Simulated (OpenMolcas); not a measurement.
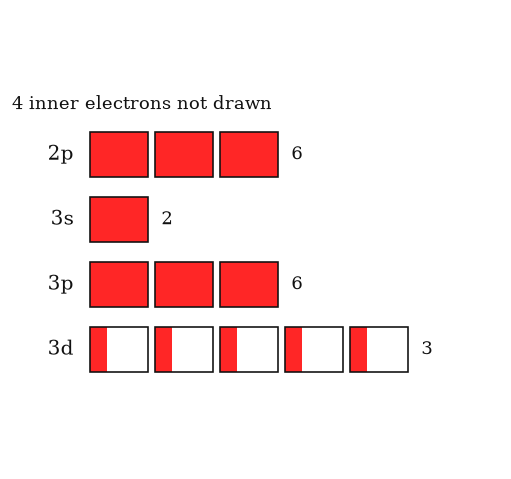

**Figure 1.** The outer shells of the leading configuration of the lowest level: a box for each of the 2l + 1 orbitals, shaded by the share of the shell that is filled, with the electron count at the right.

**Multiconfigurational calculation, with input and output: Cr³⁺ complex**

- system: Cr³⁺ with 4 ligands (O; tetrahedron, 1.86 Å), neutralised by 4 outer point charges of +1.2 e, whose field is part of the energies.
- method: state-averaged SS-CASPT2, IPEA shift 0.25, imaginary shift 0.1 hartree, closed shells 3s 3p of the metal and the valence shells of the ligands correlated, active space 3 electrons in the shell 3d, basis ANO-RCC-VDZP on the metal and ANO-RCC-VDZP on the ligands, DKH2 scalar Hamiltonian, spin-orbit coupling by RASSI with atomic mean-field integrals (OpenMolcas)

**Input**
```
&GATEWAY
Coord
5

Cr 0.0 0.0 0.0
O 1.073872 1.073872 1.073872
O 1.073872 -1.073872 -1.073872
O -1.073872 1.073872 -1.073872
O -1.073872 -1.073872 1.073872
Basis=Cr.ANO-RCC-VDZP,O.ANO-RCC-VDZP
Group=NoSym
NoMove
AngMom=0.0 0.0 0.0
AMFI
RICD
XField
4 Angstrom 0
2.574983 2.574983 2.574983 1.250000
2.574983 -2.574983 -2.574983 1.250000
-2.574983 2.574983 -2.574983 1.250000
-2.574983 -2.574983 2.574983 1.250000
&SEWARD
&RASSCF
FileOrb=start.orb
Symmetry=1
Spin=4
nActEl=3 0 0
Inactive=29
Ras2=5
CIRoot=10 10 1
SDav=10
CIMx=300
Iter=150 100
PrWF=0.3
OrbListing=Nothing
MaxOrb=0
LevShft=1.0
>>> COPY $Project.JobIph JOB001
&RASSCF
FileOrb=start.orb
Symmetry=1
Spin=2
nActEl=3 0 0
Inactive=29
Ras2=5
CIRoot=40 40 1
SDav=40
CIMx=300
Iter=150 100
PrWF=0.3
OrbListing=Nothing
MaxOrb=0
LevShft=1.0
>>> COPY $Project.JobIph JOB002
&RASSI
NrOfJobIphs=2 10 40
1 2 3 4 5 6 7 8 9 10
1 2 3 4 5 6 7 8 9 10 11 12 13 14 15 16 17 18 19 20 21 22 23 24 25 26 27
28 29 30 31 32 33 34 35 36 37 38 39 40
IphNames
JOB001
JOB002
EJob
SpinOrbit
DIPRint=1.0
SOCoupling=1000.0
Subsets=2
Property=9
'ANGMOM' 1 'ANGMOM' 2 'ANGMOM' 3 'MLTPL  1' 1 'MLTPL  1' 2 'MLTPL  1' 3
'AMFI' 1 'AMFI' 2 'AMFI' 3
SOProperty=3
'ANGMOM' 1 'ANGMOM' 2 'ANGMOM' 3
>>> COPY JOB001 $Project.JobIph
&CASPT2
Multistate=10 1 2 3 4 5 6 7 8 9 10
NoMult
Frozen=9
IPEA=0.25
Imaginary=0.1
MaxIter=60
WThr=0.0 0.3 0.05
PrWF=0.5
NoMix
>>> COPY JOB002 $Project.JobIph
&CASPT2
Multistate=40 1 2 3 4 5 6 7 8 9 10 11 12 13 14 15 16 17 18 19 20 21 22
23 24 25 26 27 28 29 30 31 32 33 34 35 36 37 38 39 40
NoMult
Frozen=9
IPEA=0.25
Imaginary=0.1
MaxIter=60
WThr=0.0 0.3 0.05
PrWF=0.5
NoMix
```

The file start.orb holds starting orbitals from an earlier step. A driver script formed the levels outside the program, from RASSI's spin-orbit matrix and the CASPT2 energies (for multi-state variants, the effective Hamiltonian), averaged over the components of each term or state. The log and the time are those of the CASPT2 step.

Launched with:
```bash
OMP_NUM_THREADS=1 MOLCAS_MEM=2457 MOLCAS_PROJECT=a pymolcas a.inp > a.log  # once for each step of the input, in one work folder
```

**Log (extracts)**
```
--- CASPT2 ---
Orbital specifications:
      -----------------------

      Symmetry species                           1
                                                 a
      Frozen orbitals                            9
      Inactive orbitals                         20
      Active orbitals                            5
      Secondary orbitals                        56
      Deleted orbitals                           0
      Number of basis functions                 90
Type of calculation                        SS-CASPT2
      Fock operator                              state-specific
      IPEA shift                                 0.25
      Real shift                                 0.00
      Imaginary shift                            0.10
      The input orbitals will be transformed to quasi-canonical
Reference energy:       -1350.7757894578
      E2 (Non-variational):      -1.2819410619
      Shift correction:          -0.0016203918
      E2 (Variational):          -1.2835614537
      Total energy:           -1352.0593509115
      Residual norm:              0.0000008401
      Reference weight:           0.71432
      Contributions to the CASPT2 correlation energy
      Active & Virtual Only:         -0.0174205165
      One Inactive Excited:          -0.1696243253
      Two Inactive Excited:          -1.0948962200
Reference energy:       -1350.7757894578
      E2 (Non-variational):      -1.2829014156
      Shift correction:          -0.0016283474
      E2 (Variational):          -1.2845297630
      Total energy:           -1352.0603192207
      Residual norm:              0.0000009533
      Reference weight:           0.71391
      Contributions to the CASPT2 correlation energy
      Active & Virtual Only:         -0.0176276990
      One Inactive Excited:          -0.1701181647
      Two Inactive Excited:          -1.0951555520
::    CASPT2 Root  1     Total energy:  -1352.05935091
::    CASPT2 Root  2     Total energy:  -1352.06031922
::    CASPT2 Root  3     Total energy:  -1352.05905911
::    CASPT2 Root  4     Total energy:  -1352.03695011
::    CASPT2 Root  5     Total energy:  -1352.03911077
::    CASPT2 Root  6     Total energy:  -1352.03793444
::    CASPT2 Root  7     Total energy:  -1352.00183695
::    CASPT2 Root  8     Total energy:  -1351.99028051
::    CASPT2 Root  9     Total energy:  -1351.98818723
::    CASPT2 Root 10     Total energy:  -1351.99007033
--- CASPT2 ---
Orbital specifications:
      -----------------------

      Symmetry species                           1
                                                 a
      Frozen orbitals                            9
      Inactive orbitals                         20
      Active orbitals                            5
      Secondary orbitals                        56
      Deleted orbitals                           0
      Number of basis functions                 90
Type of calculation                        SS-CASPT2
      Fock operator                              state-specific
      IPEA shift                                 0.25
      Real shift                                 0.00
      Imaginary shift                            0.10
      The input orbitals will be transformed to quasi-canonical
Reference energy:       -1350.7193341514
      E2 (Non-variational):      -1.2957569923
      Shift correction:          -0.0016064277
      E2 (Variational):          -1.2973634199
      Total energy:           -1352.0166975713
      Residual norm:              0.0000002723
      Reference weight:           0.71346
      Contributions to the CASPT2 correlation energy
      Active & Virtual Only:         -0.0203068478
      One Inactive Excited:          -0.1717555409
      Two Inactive Excited:          -1.1036946035
Reference energy:       -1350.7193341513
      E2 (Non-variational):      -1.2957571780
      Shift correction:          -0.0016064409
      E2 (Variational):          -1.2973636190
      Total energy:           -1352.0166977703
      Residual norm:              0.0000002719
      Reference weight:           0.71346
      Contributions to the CASPT2 correlation energy
      Active & Virtual Only:         -0.0203078352
      One Inactive Excited:          -0.1717545614
      Two Inactive Excited:          -1.1036947815
::    CASPT2 Root  1     Total energy:  -1352.01669757
::    CASPT2 Root  2     Total energy:  -1352.01669777
::    CASPT2 Root  3     Total energy:  -1352.00405024
::    CASPT2 Root  4     Total energy:  -1352.00440944
::    CASPT2 Root  5     Total energy:  -1352.00453328
::    CASPT2 Root  6     Total energy:  -1352.00506162
::    CASPT2 Root  7     Total energy:  -1352.00320311
::    CASPT2 Root  8     Total energy:  -1352.00447972
::    CASPT2 Root  9     Total energy:  -1351.99197694
::    CASPT2 Root 10     Total energy:  -1351.98873516
::    CASPT2 Root 11     Total energy:  -1351.98865350
::    CASPT2 Root 12     Total energy:  -1351.98918642
::    CASPT2 Root 13     Total energy:  -1351.97447112
::    CASPT2 Root 14     Total energy:  -1351.97429441
::    CASPT2 Root 15     Total energy:  -1351.97427676
::    CASPT2 Root 16     Total energy:  -1351.97129371
::    CASPT2 Root 17     Total energy:  -1351.97112832
::    CASPT2 Root 18     Total energy:  -1351.97018676
::    CASPT2 Root 19     Total energy:  -1351.96870242
::    CASPT2 Root 20     Total energy:  -1351.96882154
::    CASPT2 Root 21     Total energy:  -1351.95853086
::    CASPT2 Root 22     Total energy:  -1351.95849583
::    CASPT2 Root 23     Total energy:  -1351.95860492
::    CASPT2 Root 24     Total energy:  -1351.94789572
::    CASPT2 Root 25     Total energy:  -1351.94830881
::    CASPT2 Root 26     Total energy:  -1351.94786083
::    CASPT2 Root 27     Total energy:  -1351.94871584
::    CASPT2 Root 28     Total energy:  -1351.94836801
::    CASPT2 Root 29     Total energy:  -1351.92472410
::    CASPT2 Root 30     Total energy:  -1351.92499277
```

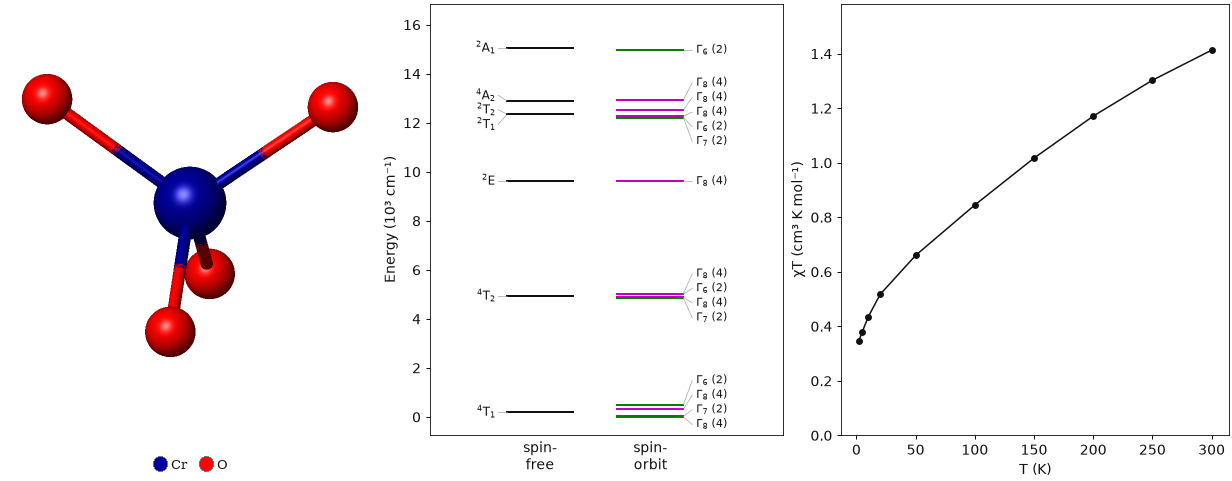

**Figure 2.** Cr³⁺ (3d³) with 4 ligands, O²⁻, at 1.86 Å (arrangement: tetrahedron, Td), neutralised by outer point charges of +1.2 e, and its levels and susceptibility. Labels give the representation in O, Td, D4 or D3 as the site allows (double group for half-integer spin) where it could be assigned and, in brackets, the degeneracy; spin-free states, where drawn, share the zero of the spin-orbit levels. Powder susceptibility by Van Vleck's formula. The ground level is Γ₈, 4-fold degenerate, 100 % from states of spin multiplicity 4. The next level lies at 30 cm⁻¹ (Γ₇). The lowest spin-free state is ⁴T₁; of the same spin there follow at 4,740 cm⁻¹ (⁴T₂) and 12,700 cm⁻¹ (⁴A₂) above it. χT is 0.347 cm³ K mol⁻¹ at 2 K and 1.41 at 300 K, an effective moment of 3.36 μB.

**Key numbers**

| quantity | value |
| --- | --- |
| outcome | converged; degenerate states are split by up to 474 cm⁻¹ |
| energy of the lowest spin-free term | −1352.05958 hartree |
| energy of the lowest spin-orbit level | −1352.06056 hartree |
| CASPT2 correlation energy | −1.2838 hartree |
| largest spread among components of a term | 474.2 cm⁻¹ |
| lowest reference weight | 0.697 |
| hardware | 1 thread of Arm Neoverse V1, 24 GiB of memory available, shared host |
| wall time | 2.1 min |
| peak memory | 0.18 GiB |

**Notes**

The components of ⁴T2, which symmetry makes degenerate, are split by 474 cm⁻¹ in CASPT2, and those of 11 more by over 50 cm⁻¹. This is an artefact; the levels of such states rest on averages and are uncertain by about as much. Caveats: bare point charges leave oxide and sulfide ligands too diffuse, field too small; distances are set from ionic radii, not optimised.
